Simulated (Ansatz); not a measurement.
Consider AlGaAs2 (space group R3m, No. 160; a = 4.011 Å, c = 19.647 Å (hexagonal axes); a cell from a computed database, its experimental status unchecked).

Perturbation: a hydrostatic pressure of 50 GPa.

Level of theory: Ansatz (an electronic-structure program), r2SCAN, PAW, cutoff 500 eV, no spin-orbit coupling, earlier PAW set.

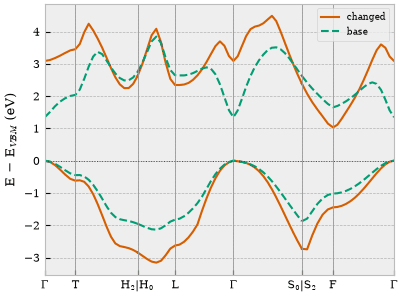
Highest valence and lowest conduction band along the path, each from its own valence-band maximum

Task: From the figure, how large is the changed gap, and is it direct?

Result: About 1.0 eV, indirect, Γ → F.

Load acts through the strain it causes; cell and atoms are relaxed under it. No phonon test of stability was made. No other phases were tried under pressure.
